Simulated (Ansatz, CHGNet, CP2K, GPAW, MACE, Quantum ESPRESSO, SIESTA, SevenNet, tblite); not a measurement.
# Running C(110) slab, H on the bottom face, stepped (108 atoms) with CP2K, part 2 of 2

Aim: run C(110) slab, H on the bottom face, stepped (108 atoms) in CP2K and see how near its forces come to a plane-wave reference, and at what cost.

Program: CP2K 2026.2; the method stands at each step. Banners, paths, timers and routine set-up lines are dropped from the logs unmarked, and long logs keep their key lines alone; longer cuts are marked.

So far. Step 2 (PBE, DZVP-UZH, 450/50 Ry, diagonalisation): Forces lie 2.9 % from the reference's, at 14 times its CPU time (on 4 against 8 cores); the SCF took 65 steps, which the time reflects. Step 3 (PBE, TZV2P-MOLOPT, 450/50 Ry, diagonalisation): Against the first run (2.9 %), the force difference from the reference is 1.2 %, at 7.6 times the CPU time, with 2064 basis functions against 1212; this set comes with other potentials too, so the change isn't the basis's alone.

## 4. PBE, DZVP-UZH, 450/20 Ry, diagonalisation

Method: Kohn-Sham DFT, PBE, GTH-PBE pseudopotentials, Gaussian and plane waves, DZVP-MOLOPT (UZH set), diagonalisation.

Contents of input.inp:

```
&GLOBAL
  PROJECT cell
  RUN_TYPE ENERGY_FORCE
  PRINT_LEVEL LOW
&END GLOBAL
&FORCE_EVAL
  METHOD QS
  &DFT
    BASIS_SET_FILE_NAME BASIS_MOLOPT_UZH
    POTENTIAL_FILE_NAME POTENTIAL_UZH
    &MGRID
      CUTOFF 450
      REL_CUTOFF 20
    &END MGRID
    &QS
      EPS_DEFAULT 1.0E-12
    &END QS
    &SCF
      SCF_GUESS ATOMIC
      EPS_SCF 1.0E-06
      MAX_SCF 200
      ADDED_MOS 45
      &DIAGONALIZATION
        ALGORITHM STANDARD
      &END DIAGONALIZATION
      &SMEAR ON
        METHOD FERMI_DIRAC
        ELECTRONIC_TEMPERATURE [K] 580
      &END SMEAR
      &MIXING
        METHOD BROYDEN_MIXING
        ALPHA 0.15
        NBROYDEN 8
      &END MIXING
      &PRINT
        &RESTART OFF
        &END RESTART
      &END PRINT
    &END SCF
    &XC
      &XC_FUNCTIONAL PBE
      &END XC_FUNCTIONAL
    &END XC
    &PRINT
      &MULLIKEN ON
      &END MULLIKEN
      &LOWDIN ON
      &END LOWDIN
      &MO ON
        EIGENVALUES T
        OCCUPATION_NUMBERS T
        MO_INDEX_RANGE 169 192
        &EACH
          QS_SCF 0
        &END EACH
        ADD_LAST NUMERIC
      &END MO
    &END PRINT
  &END DFT
  &SUBSYS
    &CELL
      A 10.08900 0.00000 0.00000
      B 0.00000 10.70100 0.00000
      C 0.00000 0.00000 14.67336
    &END CELL
    &TOPOLOGY
      COORD_FILE_NAME structure.xyz
      COORD_FILE_FORMAT XYZ
    &END TOPOLOGY
    &KIND C
      BASIS_SET DZVP-MOLOPT-PBE-GTH-q4
      POTENTIAL GTH-PBE-q4
    &END KIND
    &KIND H
      BASIS_SET DZVP-MOLOPT-PBE-GTH-q1
      POTENTIAL GTH-PBE-q1
    &END KIND
  &END SUBSYS
  &PRINT
    &FORCES ON
    &END FORCES
  &END PRINT
&END FORCE_EVAL
```

Contents of structure.xyz:

```xyz
108

[... 108 atom lines left out: the same atoms as in the first run ...]
```

Launch:

```console
$ OMP_NUM_THREADS=1 mpirun -np 4 cp2k.psmp -i input.inp > output.txt
```

Numbers of over 12 decimals in the logs are rounded to 6 here.

What it wrote:

```text
CP2K| version string:                                       CP2K version 2026.2
 CP2K| Input file name                                                 input.inp
 GLOBAL| Basis set file name                                    BASIS_MOLOPT_UZH
 GLOBAL| Potential file name                                       POTENTIAL_UZH
 GLOBAL| Run type                                                   ENERGY_FORCE
 GLOBAL| Total number of message passing processes                             4
 GLOBAL| Number of threads for this process                                    1
 TOTAL NUMBERS AND MAXIMUM NUMBERS
  Total number of            - Atomic kinds:                                   2
                             - Atoms:                                        108
[... lines left out ...]
                        Smear method:                                FERMI_DIRAC
[... lines left out ...]
 Number of electrons:                                                        360
[... lines left out ...]
  Step     Update method      Time    Convergence         Total energy    Change
[... lines left out ...]
  *** SCF run converged in    65 steps ***
[... lines left out ...]
  Fermi energy:                                                 0.029698
  Total energy:                                              -490.032805
  Total energy (extrapolated to T->0):                       -490.028919
[... lines left out ...]
 MO|    192               0.100717               2.740651               0.000000
 MO| Sum:                                                             360.000000
 MO| E(Fermi):            0.029698 a.u.          0.808115 eV
 !-----------------------------------------------------------------------------!
                     Mulliken Population Analysis
 #  Atom  Element  Kind  Atomic population                           Net charge
       1     C        1          4.072674                             -0.072674
       2     C        1          4.071666                             -0.071666
       3     C        1          3.982160                              0.017840
[...]
# Total charge                            360.000000                 -0.000000
 !-----------------------------------------------------------------------------!
 LOWDIN POPULATION ANALYSIS
 #  Atom  Element  Kind  Atomic population                           Net charge
[...]
107     H        2          1.007573                             -0.007573
     108     H        2          0.995411                              0.004589
 # Total charge                            360.000000                 -0.000000
 ENERGY| Total FORCE_EVAL ( QS ) energy [hartree]           -490.032836
 FORCES| Atomic forces [hartree/bohr]
 FORCES|   Atom     x               y               z               |f|
 FORCES|      1  2.77173735E-02 -5.77004934E-02 -5.06693564E-03   6.42127212E-02
 FORCES|      2 -2.10546510E-02  5.20520557E-02  1.73067703E-02   5.87557583E-02
 FORCES|      3  4.52290901E-02 -1.82961433E-02 -8.99254161E-03   4.96113420E-02
[...]
FORCES|    107  1.97638968E-03  1.30425426E-02 -2.16133239E-02   2.53209361E-02
 FORCES|    108  4.54255274E-04 -7.62517766E-04 -3.30660274E-03   3.42365344E-03
 FORCES| Sum     7.62045680E-04 -2.51056076E-03 -1.45161523E-03
 FORCES| Total atomic force                                       2.99846890E-03
```

Elapsed: 2.9 min, on 4 MPI ranks of Arm Neoverse V2, shared host; peak memory 3.5 GiB.

Compared with the plane-wave run:

| Property | Result |
| --- | --- |
| r.m.s. force component | 1.61 eV/Å |
| r.m.s. difference of force components | 47.08 meV/Å |
| longest difference of force vectors | 190.9 meV/Å |
| force difference over r.m.s. force | 2.965 % |
| slope of forces against the reference's | 1.013 |
| correlation of force components | 0.9997 |
| energy less the same-level run's | -0.1554 meV/atom |
| r.m.s. force difference from the same-level run | 7.58 meV/Å |

This is a coarse setting, run to see what it loses.

Against the first run (2.9 %), the force difference from the reference is 3.0 %, at 0.60 times the CPU time: the change moves forces by 7.6 meV/Å r.m.s., so most of the difference comes from elsewhere.

## 5. BLYP, DZVP-MOLOPT-SR, 450/50 Ry, diagonalisation

Method: Kohn-Sham DFT, BLYP, GTH-BLYP pseudopotentials, Gaussian and plane waves, DZVP-MOLOPT-SR-GTH, diagonalisation.

Edit input.inp of step 4 so:

```diff
@@ -8,7 +8,7 @@
   &DFT
-    BASIS_SET_FILE_NAME BASIS_MOLOPT_UZH
-    POTENTIAL_FILE_NAME POTENTIAL_UZH
+    BASIS_SET_FILE_NAME BASIS_MOLOPT
+    POTENTIAL_FILE_NAME GTH_POTENTIALS
     &MGRID
       CUTOFF 450
-      REL_CUTOFF 20
+      REL_CUTOFF 50
     &END MGRID
@@ -40,3 +40,3 @@
     &XC
-      &XC_FUNCTIONAL PBE
+      &XC_FUNCTIONAL BLYP
       &END XC_FUNCTIONAL
@@ -65,13 +65,36 @@
     &END CELL
-    &TOPOLOGY
-      COORD_FILE_NAME structure.xyz
-      COORD_FILE_FORMAT XYZ
-    &END TOPOLOGY
+    &COORD
+      C 8.79720 1.82891 5.90412
+      C 0.00666 0.87235 5.88475
+      C 10.04834 0.02301 7.15370
+      C 8.83110 2.70596 7.15884
+      C 8.80487 1.72661 8.33315
+      C 0.01645 0.94640 8.42383
+      C 10.08718 0.03371 9.66387
+      C 1.24882 1.76609 5.87756
+      C 2.52548 0.91825 5.89179
+      C 2.53244 10.64386 7.16500
+      C 1.20876 2.68809 7.14754
+      C 1.26980 1.81446 8.44555
+      C 2.46383 0.90969 8.41004
+      C 2.49309 10.67243 9.65316
+      C 1.26839 2.72950 9.64524
+      C 8.84947 5.36869 5.91014
+      C 0.01069 4.44413 5.89238
+      C 0.05105 3.58387 7.18437
+      C 8.81022 6.26779 7.15062
+      C 8.77844 5.35093 8.42207
+[... 84 atom lines left out ...]
+      H 3.76925 9.54272 5.02137
+      H 5.02856 7.40766 4.96752
+      H 6.28898 9.54016 5.00083
+      H 7.57008 7.40338 4.99643
+    &END COORD
     &KIND C
-      BASIS_SET DZVP-MOLOPT-PBE-GTH-q4
-      POTENTIAL GTH-PBE-q4
+      BASIS_SET DZVP-MOLOPT-SR-GTH-q4
+      POTENTIAL GTH-BLYP-q4
     &END KIND
     &KIND H
-      BASIS_SET DZVP-MOLOPT-PBE-GTH-q1
-      POTENTIAL GTH-PBE-q1
+      BASIS_SET DZVP-MOLOPT-SR-GTH-q1
+      POTENTIAL GTH-BLYP-q1
     &END KIND
```

Launch:

```console
$ OMP_NUM_THREADS=2 cp2k.psmp -i input.inp > output.txt
```

What it wrote:

```text
CP2K| version string:                                       CP2K version 2026.2
 CP2K| Input file name                                                 input.inp
 GLOBAL| Basis set file name                                        BASIS_MOLOPT
 GLOBAL| Potential file name                                      GTH_POTENTIALS
 GLOBAL| Run type                                                   ENERGY_FORCE
 GLOBAL| Total number of message passing processes                             1
 GLOBAL| Number of threads for this process                                    2
 TOTAL NUMBERS AND MAXIMUM NUMBERS
  Total number of            - Atomic kinds:                                   2
                             - Atoms:                                        108
[... lines left out ...]
                        Smear method:                                FERMI_DIRAC
[... lines left out ...]
 Number of electrons:                                                        360
[... lines left out ...]
  Step     Update method      Time    Convergence         Total energy    Change
[... lines left out ...]
  *** SCF run converged in    47 steps ***
[... lines left out ...]
  Fermi energy:                                                 0.046357
  Total energy:                                              -487.553891
  Total energy (extrapolated to T->0):                       -487.550120
[... lines left out ...]
 MO|    192               0.117304               3.192003               0.000000
 MO| Sum:                                                             360.000000
 MO| E(Fermi):            0.046357 a.u.          1.261426 eV
 !-----------------------------------------------------------------------------!
                     Mulliken Population Analysis
 #  Atom  Element  Kind  Atomic population                           Net charge
       1     C        1          4.037026                             -0.037026
       2     C        1          4.036873                             -0.036873
       3     C        1          3.984553                              0.015447
[...]
# Total charge                            360.000000                 -0.000000
 !-----------------------------------------------------------------------------!
 LOWDIN POPULATION ANALYSIS
 #  Atom  Element  Kind  Atomic population                           Net charge
[...]
107     H        2          0.919973                              0.080027
     108     H        2          0.900560                              0.099440
 # Total charge                            360.000000                 -0.000000
 ENERGY| Total FORCE_EVAL ( QS ) energy [hartree]           -487.553873
 FORCES| Atomic forces [hartree/bohr]
 FORCES|   Atom     x               y               z               |f|
 FORCES|      1  2.72893241E-02 -5.39410306E-02 -1.24604160E-02   6.17219893E-02
 FORCES|      2 -1.98888205E-02  4.77973292E-02  1.02944851E-02   5.27837691E-02
 FORCES|      3  4.48558219E-02 -1.90933190E-02 -1.07631951E-02   4.99244024E-02
[...]
FORCES|    107  2.08482995E-03  1.03749731E-02 -1.74265623E-02   2.03880273E-02
 FORCES|    108  3.80034982E-04  1.48563925E-03  2.90326119E-04   1.56071772E-03
 FORCES| Sum     1.06566443E-03  5.77769917E-03 -7.18950091E-04
 FORCES| Total atomic force                                       5.91898113E-03
```

Wall time 6 min (2 threads); peak memory 2.8 GiB; 11 min of CPU time.

Against the reference:

```
r.m.s. force component                  : 1.597 eV/Å
r.m.s. difference of force components   : 152.8 meV/Å
longest difference of force vectors     : 541.5 meV/Å
force difference over r.m.s. force      : 9.618 %
slope of forces against the reference's : 1.001
correlation of force components         : 0.9954
```

Against the first run (2.9 %), the force difference from the reference is 9.6 %, at 0.57 times the CPU time (on 2 against 4 cores); the model has changed, so this is no error of the program alone.

## 6. The ladder

Differences are against the plane-wave reference, forces as r.m.s. over components; share is that over the reference's r.m.s. force, slope the least-squares factor from reference forces to these. Total energies of different programs have different zeros and aren't compared.

```csv
run,"Δ force, r.m.s. (meV/Å)",share (%),slope,cores,CPU time,memory (GiB)
reference,-,-,-,8,84 s,1.6
"CP2K PBE, DZVP-UZH, 450/50 Ry, diagonalisation",46.1,2.90,1.014,4,19 min,3.5
"CP2K PBE, TZV2P-MOLOPT, 450/50 Ry, diagonalisation",19.4,1.22,1.001,4,2.4 h,4.5
"CP2K PBE, DZVP-UZH, 450/20 Ry, diagonalisation (coarse)",47.1,2.96,1.013,4,11 min,3.5
"CP2K BLYP, DZVP-MOLOPT-SR, 450/50 Ry, diagonalisation",153,9.62,1.001,2,11 min,2.8
```

Rows marked coarse were listed beforehand as settings not expected to be converged; some can still land near the reference.

CPU time is summed over cores on a shared host, where runs went side by side, so it is rough. Symmetry, cutoffs, thresholds, outputs and thread counts weren't matched or tuned between programs; memory under MPI is the largest rank's times the ranks.

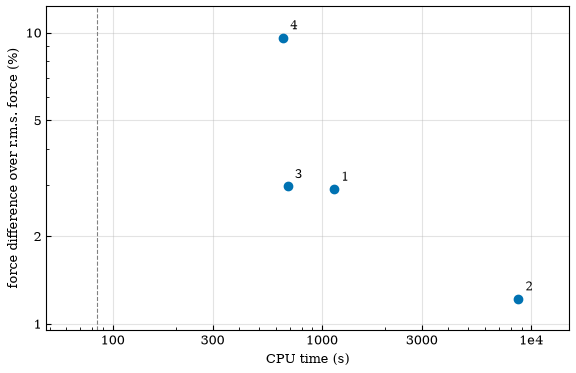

Force difference against CPU time; the dashed line marks the reference's time. Points: 1 CP2K PBE, DZVP-UZH, 450/50 Ry, diagonalisation; 2 CP2K PBE, TZV2P-MOLOPT, 450/50 Ry, diagonalisation; 3 CP2K PBE, DZVP-UZH, 450/20 Ry, diagonalisation; 4 CP2K BLYP, DZVP-MOLOPT-SR, 450/50 Ry, diagonalisation.

Mean charges by element (e), by run and scheme:

```csv
run,scheme,C,H
reference,Löwdin,-0.02,+0.16
"CP2K PBE, DZVP-UZH, 450/50 Ry, diagonalisation",Mulliken,-0.02,+0.08
"CP2K PBE, TZV2P-MOLOPT, 450/50 Ry, diagonalisation",Mulliken,-0.03,+0.10
"CP2K BLYP, DZVP-MOLOPT-SR, 450/50 Ry, diagonalisation",Mulliken,-0.01,+0.05
```

The reference's Löwdin charges lack the electrons that the projection spills, 0.022 e an atom on average.

Within one program, basis, potentials and functional, energies share a zero. Each run against its twin at the usual cutoff or grid and solver:

```csv
run,twin,Δ energy (meV/atom),"Δ force, r.m.s. (meV/Å)",CPU time over the twin's
"CP2K PBE, DZVP-UZH, 450/20 Ry, diagonalisation","DZVP-UZH, 450/50 Ry, diagonalisation",-0.155,7.58,0.60
```

Further runs of this program without a result: CP2K SCC-DFTB, diagonalisation (not converged); CP2K GFN1-xTB, diagonalisation (not converged); CP2K PBE, SZV-MOLOPT-SR, 450/50 Ry, diagonalisation (cut off at its time limit).

## 7. Results

```
nearest in forces : CP2K PBE, TZV2P-MOLOPT, 450/50 Ry, diagonalisation, 1.2 %
its CPU time      : 2.4 h
```

What this shows: The PBE runs in local orbitals, coarse settings apart, differ by 1.2 % (CP2K PBE, TZV2P-MOLOPT, 450/50 Ry, diagonalisation) to 2.9 % (CP2K PBE, DZVP-UZH, 450/50 Ry, diagonalisation); basis, grid and potentials can all enter. Rows with another functional or a dispersion term differ by 9.6 % (CP2K BLYP, DZVP-MOLOPT-SR, 450/50 Ry, diagonalisation), which mixes the change of model with differences of basis and potentials. Runs with settings chosen to be coarse differ by 3.0 % (CP2K PBE, DZVP-UZH, 450/20 Ry, diagonalisation), their programs' other errors included. None of the electronic-structure runs in the table takes under half the reference's CPU time of 84 s; they take 7.8 to 103 times as much. Charges hang on scheme and program or settings: among these rows the mean for H runs from +0.05 to +0.16 e. The runs have no spin polarisation, so any moments at edges, vacancies or dangling bonds can't form. The electronic-structure runs sample only Γ, in a cell whose shortest periodic width is 10 Å, which is coarse for a cell with partly filled levels.

[Also dropped from logs without a mark: logging warnings of Python, and SIESTA's first energy breakdown and zero terms.]

[Logs are printed without paths, hosts, clocks, repeated set-up lines and the standing remarks that a program may print on its own settings, such as how far it seeks lower states.]

[Hosts, paths, dates, database ids (printed as entryN), source tags and the programs' standing remarks are cut or masked in the printed files.]
